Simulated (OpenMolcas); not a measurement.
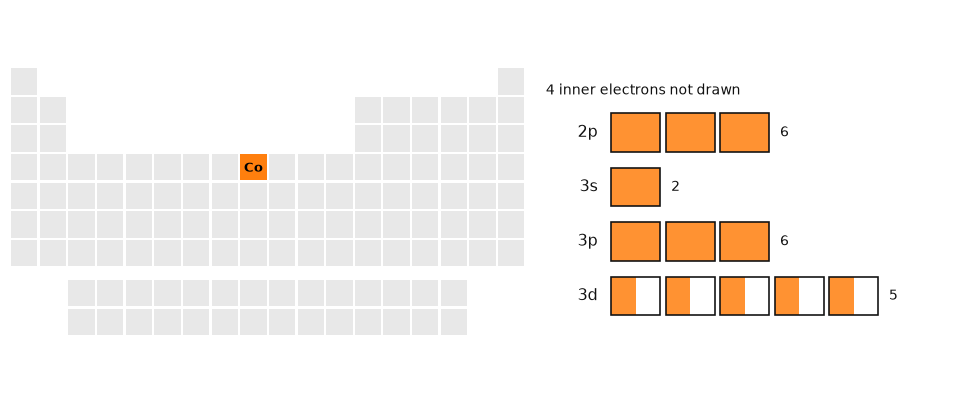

Left, the place of cobalt in the periodic table; right, the outer shells of the leading configuration of the lowest level: a box for each of the 2l + 1 orbitals, shaded by the share of the shell that is filled, with the electron count at the right.

Co⁴⁺ complex: multiconfigurational calculation (part 1 of 2)

- system: Co⁴⁺ with 6 ligands (H2O; octahedron, 1.89 Å), with no charges around it.
- method: state-averaged CASSCF, active space 5 electrons in the shell 3d, basis ANO-RCC-VDZP on the metal and ANO-RCC-VDZP on the ligands, DKH2 scalar Hamiltonian, spin-orbit coupling by RASSI with atomic mean-field integrals (OpenMolcas)

## The input
```
&GATEWAY
Coord
19

Co 0.0 0.0 0.0
O 1.890000 0.000000 0.000000
H 2.466978 0.779741 0.000000
H 2.466978 -0.779741 0.000000
O 0.000000 1.890000 0.000000
H 0.000000 2.466978 0.779741
H 0.000000 2.466978 -0.779741
O -1.890000 0.000000 0.000000
H -2.466978 0.779741 0.000000
H -2.466978 -0.779741 0.000000
O 0.000000 -1.890000 0.000000
H 0.000000 -2.466978 0.779741
H 0.000000 -2.466978 -0.779741
O 0.000000 0.000000 1.890000
H 0.779741 0.000000 2.466978
H -0.779741 0.000000 2.466978
O 0.000000 0.000000 -1.890000
H 0.779741 0.000000 -2.466978
H -0.779741 0.000000 -2.466978
Basis=Co.ANO-RCC-VDZP,H.ANO-RCC-VDZP,O.ANO-RCC-VDZP
Group=XYZ
NoMove
AngMom=0.0 0.0 0.0
AMFI
RICD
&SEWARD
&RASSCF
FileOrb=start.orb
Symmetry=1
Spin=6
nActEl=5 0 0
Inactive=18 21
Ras2=5 0
CIRoot=1 1 1
SDav=1
CIMx=300
Iter=150 100
PrWF=0.3
OrbListing=Nothing
MaxOrb=0
LevShft=1.0
>>> COPY $Project.JobIph JOB001
&RASSCF
FileOrb=start.orb
Symmetry=1
Spin=4
nActEl=5 0 0
Inactive=18 21
Ras2=5 0
CIRoot=24 24 1
SDav=24
CIMx=300
Iter=150 100
PrWF=0.3
OrbListing=Nothing
MaxOrb=0
LevShft=1.0
>>> COPY $Project.JobIph JOB002
&RASSCF
FileOrb=start.orb
Symmetry=1
Spin=2
nActEl=5 0 0
Inactive=18 21
Ras2=5 0
CIRoot=75 75 1
SDav=75
CIMx=300
Iter=150 100
PrWF=0.3
OrbListing=Nothing
MaxOrb=0
LevShft=1.0
>>> COPY $Project.JobIph JOB003
&RASSI
NrOfJobIphs=3 1 24 75
1
1 2 3 4 5 6 7 8 9 10 11 12 13 14 15 16 17 18 19 20 21 22 23 24
1 2 3 4 5 6 7 8 9 10 11 12 13 14 15 16 17 18 19 20 21 22 23 24 25 26 27
28 29 30 31 32 33 34 35 36 37 38 39 40 41 42 43 44 45 46 47 48 49 50 51
52 53 54 55 56 57 58 59 60 61 62 63 64 65 66 67 68 69 70 71 72 73 74 75
IphNames
JOB001
JOB002
JOB003
EJob
SpinOrbit
DIPRint=1.0
SOCoupling=1000.0
Subsets=2
Property=9
'ANGMOM' 1 'ANGMOM' 2 'ANGMOM' 3 'MLTPL  1' 1 'MLTPL  1' 2 'MLTPL  1' 3
'AMFI' 1 'AMFI' 2 'AMFI' 3
SOProperty=3
'ANGMOM' 1 'ANGMOM' 2 'ANGMOM' 3
```

The file start.orb holds starting orbitals from an earlier step. A driver script formed the levels outside the program, from RASSI's spin-orbit matrix and the active-space energies, averaged over the components of each term or state.

Launched with:
```bash
OMP_NUM_THREADS=1 MOLCAS_MEM=3686 MOLCAS_PROJECT=a pymolcas a.inp > a.log  # once for each step of the input, in one work folder
```

## Log (extracts)
```
--- SEWARD ---
Basis set label: CO.ANO-RCC...5S4P2D1F.

      Electronic valence basis set:
      ------------------
      Associated Effective Charge  27.000000 au
      Associated Actual Charge     27.000000 au
      Nuclear Model: Point charge

      Shell  nPrim  nBasis  Cartesian Spherical Contaminant
         s      21       5        X
         p      15       4        X
         d      10       2                 X
         f       6       1                 X
                  Relativistic Douglas-Kroll-Hess integrals:
                    - DKH order of Hamiltonian: 2
                    - DKH order of Properties : 0
                  Atomic mean-field integrals
--- RASSCF ---
Wave function specifications:
      -----------------------------

      Number of closed shell electrons          78
      Number of electrons in active shells       5
      Max number of holes in RAS1 space          0
      Max nr of electrons in RAS3 space          0
      Number of inactive orbitals               39
      Number of active orbitals                  5
      Number of secondary orbitals             134
      Spin quantum number                      2.5
      State symmetry                             1
Orbital specifications:
      -----------------------

      Symmetry species                           1   2
                                                ag  au
      Frozen orbitals                            0   0
      Inactive orbitals                         18  21
      Active orbitals                            5   0
      RAS1 orbitals                              0   0
      RAS2 orbitals                              5   0
      RAS3 orbitals                              0   0
      Secondary orbitals                        64  70
      Deleted orbitals                           0   0
      Number of basis functions                 87  91
      Number of CSFs                             1
      Number of root(s) required                 1
      Iter CI   SX   CI       RASSCF       Energy    max ROT     max BLB   max BLB  Level Ln srch  Step   QN
          iter iter root      energy       change     param      element    value   shift minimum  type update
 Nr of preliminary CI iterations:   1
      Total energies have been shifted. Add                -1000.00 au
        1   1   10    1  -845.34735560    0.00E+00  -1.19E-01*   5  33 2 -6.00E-01*  1.84   0.00    SX    NO
        2   1   11    1  -846.14857578   -8.01E-01* -1.11E-01*  14  21 1  1.46E-01*  1.41   0.00    SX    NO
        3   1   11    1  -846.32573420   -1.77E-01* -8.15E-02   14  21 1  1.05E-01*  1.23   0.00    SX    NO
        4   1   11    1  -846.38485695   -5.91E-02* -5.21E-02   14  21 1  6.71E-02*  1.13   0.00    SX    NO
        5   1   10    1  -846.40705177   -2.22E-02* -5.94E-02   15  23 1 -4.32E-02*  1.07   2.46    LS   YES
        6   1   10    1  -846.41904413   -1.20E-02* -2.74E-02   21  27 1 -2.55E-02*  1.01   1.27    QN   YES
        7   1   10    1  -846.42323189   -4.19E-03*  1.96E-02    4  32 2 -1.64E-02*  1.00   1.57    QN   YES
        8   1    9    1  -846.42469938   -1.47E-03* -4.10E-03   18  22 2  6.06E-03*  1.00   1.27    QN   YES
        9   1    8    1  -846.42490890   -2.10E-04* -2.29E-03   18  22 2  1.78E-03*  1.00   1.27    QN   YES
       10   1    8    1  -846.42495358   -4.47E-05* -1.27E-03    6  34 2  1.30E-03*  1.00   1.39    QN   YES
       11   1    8    1  -846.42496693   -1.33E-05* -1.05E-03   10  30 1 -5.18E-04*  1.00   1.41    QN   YES
       12   1    7    1  -846.42497200   -5.08E-06* -1.24E-03   16  20 1  3.85E-04*  1.00   1.73    QN   YES
       13   1    7    1  -846.42497546   -3.46E-06*  8.51E-04    6  34 2 -3.21E-04*  1.00   1.55    QN   YES
       14   1    7    1  -846.42497701   -1.55E-06*  3.49E-04   10  30 1  1.72E-04*  1.00   1.46    QN   YES
       15   1    7    1  -846.42497748   -4.70E-07* -6.46E-05   10  30 1  1.04E-04*  1.00   1.31    QN   YES
       16   1    6    1  -846.42497756   -8.42E-08*  1.69E-05   18  35 2  3.80E-05   1.00   1.30    QN   YES
       17   1    5    1  -846.42497758   -1.39E-08* -5.86E-06   18  35 2  1.40E-05   1.00   1.22    QN   YES
       18   1    4    1  -846.42497758   -1.92E-09   2.79E-06   15  29 1 -6.26E-06   1.00   1.28    QN   YES
      Convergence after 18 iterations
       19   1    4    1  -846.42497758   -2.65E-10   2.79E-06   16  44 2  1.94E-06   1.00   1.28    QN   YES
      Natural orbitals and occupation numbers for root  1
      sym 1:   1.000000   1.000000   1.000000   1.000000   1.000000
::    RASSCF root number  1 Total energy:  -1846.42497758
--- RASSCF ---
Wave function specifications:
      -----------------------------

      Number of closed shell electrons          78
      Number of electrons in active shells       5
      Max number of holes in RAS1 space          0
      Max nr of electrons in RAS3 space          0
      Number of inactive orbitals               39
      Number of active orbitals                  5
      Number of secondary orbitals             134
      Spin quantum number                      1.5
      State symmetry                             1
Orbital specifications:
      -----------------------

      Symmetry species                           1   2
                                                ag  au
      Frozen orbitals                            0   0
      Inactive orbitals                         18  21
      Active orbitals                            5   0
      RAS1 orbitals                              0   0
      RAS2 orbitals                              5   0
      RAS3 orbitals                              0   0
      Secondary orbitals                        64  70
      Deleted orbitals                           0   0
      Number of basis functions                 87  91
      Number of CSFs                            24
      Number of root(s) required                24
      Iter CI   SX   CI       RASSCF       Energy    max ROT     max BLB   max BLB  Level Ln srch  Step   QN
          iter iter root      energy       change     param      element    value   shift minimum  type update
 Nr of preliminary CI iterations:   1
      Total energies have been shifted. Add                -1000.00 au
        1   1    9    0  -846.23179361    0.00E+00  -1.67E-02   19  25 1 -2.97E-02*  0.98   0.00    SX    NO
        2   1   10    0  -846.23614386   -4.35E-03* -1.27E-02   22  28 1 -1.48E-02*  0.97   0.00    SX    NO
        3   1   10    0  -846.23798056   -1.84E-03* -9.38E-03   20  26 1 -9.36E-03*  0.96   0.00    SX    NO
        4   1    9    0  -846.23887590   -8.95E-04* -7.47E-03   18  22 1 -7.42E-03*  0.95   0.00    SX    NO
        5   1    9    0  -846.23935032   -4.74E-04* -1.07E-02   18  22 1 -5.78E-03*  0.95   2.50    LS   YES
        6   1    9    0  -846.23978388   -4.34E-04* -9.88E-03   18  22 1 -3.34E-03*  0.94   1.96    LS   YES
        7   1    9    0  -846.23992137   -1.37E-04* -2.82E-03   10  23 1 -3.59E-03*  0.93   1.04    QN   YES
        8   1    9    0  -846.23999964   -7.83E-05*  8.18E-03   19  25 1  2.37E-03*  0.94   2.13    QN   YES
        9   1    9    0  -846.24011847   -1.19E-04*  3.49E-03    7  33 2 -1.92E-03*  0.94   1.39    QN   YES
       10   1    8    0  -846.24014508   -2.66E-05*  1.55E-03   12  24 1  1.35E-03*  0.93   1.41    QN   YES
       11   1    8    0  -846.24015341   -8.33E-06* -5.16E-04   12  24 1  7.67E-04*  0.93   1.47    QN   YES
       12   1    7    0  -846.24015575   -2.35E-06* -2.33E-04   12  24 1  1.98E-04*  0.93   1.25    QN   YES
       13   1    7    0  -846.24015606   -3.06E-07*  1.09E-04   16  32 2 -6.36E-05   0.93   1.31    QN   YES
       14   1    6    0  -846.24015612   -5.75E-08*  4.59E-05   12  30 1  4.02E-05   0.93   1.33    QN   YES
       15   1    5    0  -846.24015613   -1.17E-08*  1.32E-05   12  24 1 -1.87E-05   0.93   1.30    QN   YES
       16   1    5    0  -846.24015613   -1.83E-09  -3.62E-06   12  24 1 -8.41E-06   0.93   1.27    QN   YES
      Convergence after 16 iterations
       17   1    5    0  -846.24015613   -2.70E-10  -3.62E-06   12  24 1 -3.03E-06   0.93   1.27    QN   YES
      Natural orbitals and occupation numbers for root  1
      sym 1:   1.006376   1.887501   0.908177   1.087670   0.110276
      Natural orbitals and occupation numbers for root  2
      sym 1:   1.081925   1.008002   0.108165   1.889756   0.912152
      Natural orbitals and occupation numbers for root  3
      sym 1:   1.970869   1.004651   0.029020   1.002000   0.993461
::    RASSCF root number  1 Total energy:  -1846.34995525
::    RASSCF root number  2 Total energy:  -1846.34995525
::    RASSCF root number  3 Total energy:  -1846.34995525
::    RASSCF root number  4 Total energy:  -1846.31653447
::    RASSCF root number  5 Total energy:  -1846.31653447
::    RASSCF root number  6 Total energy:  -1846.31653447
::    RASSCF root number  7 Total energy:  -1846.28714868
::    RASSCF root number  8 Total energy:  -1846.28114147
::    RASSCF root number  9 Total energy:  -1846.28114147
::    RASSCF root number 10 Total energy:  -1846.25548626
::    RASSCF root number 11 Total energy:  -1846.25548626
::    RASSCF root number 12 Total energy:  -1846.25548626
::    RASSCF root number 13 Total energy:  -1846.24960977
::    RASSCF root number 14 Total energy:  -1846.24960977
::    RASSCF root number 15 Total energy:  -1846.20228299
::    RASSCF root number 16 Total energy:  -1846.20228299
::    RASSCF root number 17 Total energy:  -1846.20228299
::    RASSCF root number 18 Total energy:  -1846.20009315
::    RASSCF root number 19 Total energy:  -1846.15539673
::    RASSCF root number 20 Total energy:  -1846.15539673
::    RASSCF root number 21 Total energy:  -1846.15539673
::    RASSCF root number 22 Total energy:  -1846.12534523
::    RASSCF root number 23 Total energy:  -1846.12534523
::    RASSCF root number 24 Total energy:  -1846.12534523
--- RASSCF ---
Wave function specifications:
      -----------------------------

      Number of closed shell electrons          78
      Number of electrons in active shells       5
      Max number of holes in RAS1 space          0
      Max nr of electrons in RAS3 space          0
      Number of inactive orbitals               39
      Number of active orbitals                  5
      Number of secondary orbitals             134
      Spin quantum number                      0.5
      State symmetry                             1
Orbital specifications:
      -----------------------

      Symmetry species                           1   2
                                                ag  au
      Frozen orbitals                            0   0
      Inactive orbitals                         18  21
      Active orbitals                            5   0
      RAS1 orbitals                              0   0
      RAS2 orbitals                              5   0
      RAS3 orbitals                              0   0
      Secondary orbitals                        64  70
      Deleted orbitals                           0   0
      Number of basis functions                 87  91
      Number of CSFs                            75
      Number of root(s) required                75
      Iter CI   SX   CI       RASSCF       Energy    max ROT     max BLB   max BLB  Level Ln srch  Step   QN
          iter iter root      energy       change     param      element    value   shift minimum  type update
 Nr of preliminary CI iterations:   1
      Total energies have been shifted. Add                -1000.00 au
        1   1    9    0  -846.13470011    0.00E+00  -1.08E-02   22  28 1 -1.47E-02*  0.93   0.00    SX    NO
        2   1   10    0  -846.13643352   -1.73E-03* -7.08E-03   22  28 1 -9.28E-03*  0.91   0.00    SX    NO
        3   1    9    0  -846.13716271   -7.29E-04* -5.86E-03   17  22 1 -5.84E-03*  0.91   0.00    SX    NO
        4   1    9    0  -846.13752352   -3.61E-04* -4.33E-03   17  22 1 -4.31E-03*  0.90   0.00    SX    NO
        5   1    9    0  -846.13772241   -1.99E-04* -6.33E-03   17  22 1 -3.66E-03*  0.90   2.50    LS   YES
        6   1    9    0  -846.13791255   -1.90E-04* -6.75E-03   17  22 1 -2.71E-03*  0.90   2.10    LS   YES
        7   1    9    0  -846.13798431   -7.18E-05*  3.18E-03   22  28 1  3.10E-03*  0.90   1.03    QN   YES
        8   1    9    0  -846.13803125   -4.69E-05* -3.94E-03   11  21 1 -2.91E-03*  0.89   1.35    QN   YES
        9   1    8    0  -846.13808226   -5.10E-05* -3.30E-03   11  21 1 -1.87E-03*  0.89   1.85    LS   YES
       10   1    8    0  -846.13809590   -1.36E-05* -7.81E-04    9  32 2  1.45E-03*  0.89   1.02    QN   YES
       11   1    8    0  -846.13810203   -6.13E-06* -3.74E-04   12  24 1  6.53E-04*  0.89   1.48    LS   YES
       12   1    8    0  -846.13810275   -7.20E-07*  2.70E-04    9  32 2 -6.04E-04*  0.89   1.00    QN   YES
       13   1    7    0  -846.13810364   -8.85E-07*  2.06E-04   12  24 1  2.80E-04*  0.89   1.77    LS   YES
       14   1    7    0  -846.13810384   -2.05E-07*  2.81E-05   12  24 1  7.17E-05   0.89   1.00    QN   YES
       15   1    6    0  -846.13810388   -3.94E-08*  4.41E-05   12  24 1  3.50E-05   0.89   1.73    QN   YES
       16   1    5    0  -846.13810390   -1.53E-08*  1.15E-05   12  30 1  8.97E-06   0.89   1.07    QN   YES
       17   1    5    0  -846.13810390   -9.44E-10   1.11E-05   12  24 1 -4.90E-06   0.89   1.90    QN   YES
      Convergence after 17 iterations
       18   1    5    0  -846.13810390   -4.24E-10   1.11E-05   12  24 1 -3.10E-06   0.89   1.90    QN   YES
      Natural orbitals and occupation numbers for root  1
      sym 1:   1.014064   1.963228   0.030647   1.953813   0.038249
      Natural orbitals and occupation numbers for root  2
      sym 1:   1.964490   1.011794   0.039023   1.956310   0.028383
      Natural orbitals and occupation numbers for root  3
      sym 1:   1.933501   1.934693   0.070531   1.042296   0.018979
::    RASSCF root number  1 Total energy:  -1846.34127539
::    RASSCF root number  2 Total energy:  -1846.34127539
::    RASSCF root number  3 Total energy:  -1846.34127539
::    RASSCF root number  4 Total energy:  -1846.28320674
::    RASSCF root number  5 Total energy:  -1846.28320674
::    RASSCF root number  6 Total energy:  -1846.28320674
::    RASSCF root number  7 Total energy:  -1846.27674544
::    RASSCF root number  8 Total energy:  -1846.27024037
::    RASSCF root number  9 Total energy:  -1846.27024037
::    RASSCF root number 10 Total energy:  -1846.27024037
::    RASSCF root number 11 Total energy:  -1846.25567975
::    RASSCF root number 12 Total energy:  -1846.25567974
::    RASSCF root number 13 Total energy:  -1846.23260146
::    RASSCF root number 14 Total energy:  -1846.23260146
::    RASSCF root number 15 Total energy:  -1846.23260146
::    RASSCF root number 16 Total energy:  -1846.22551451
::    RASSCF root number 17 Total energy:  -1846.21943512
::    RASSCF root number 18 Total energy:  -1846.21943512
::    RASSCF root number 19 Total energy:  -1846.21943512
::    RASSCF root number 20 Total energy:  -1846.21616799
::    RASSCF root number 21 Total energy:  -1846.21616799
::    RASSCF root number 22 Total energy:  -1846.20461263
::    RASSCF root number 23 Total energy:  -1846.20461263
::    RASSCF root number 24 Total energy:  -1846.20461263
::    RASSCF root number 25 Total energy:  -1846.19458449
::    RASSCF root number 26 Total energy:  -1846.18149304
::    RASSCF root number 27 Total energy:  -1846.18149304
::    RASSCF root number 28 Total energy:  -1846.17832645
::    RASSCF root number 29 Total energy:  -1846.17832645
::    RASSCF root number 30 Total energy:  -1846.17832645
```

(Continued in part 2.) Outcome of the run: converged.
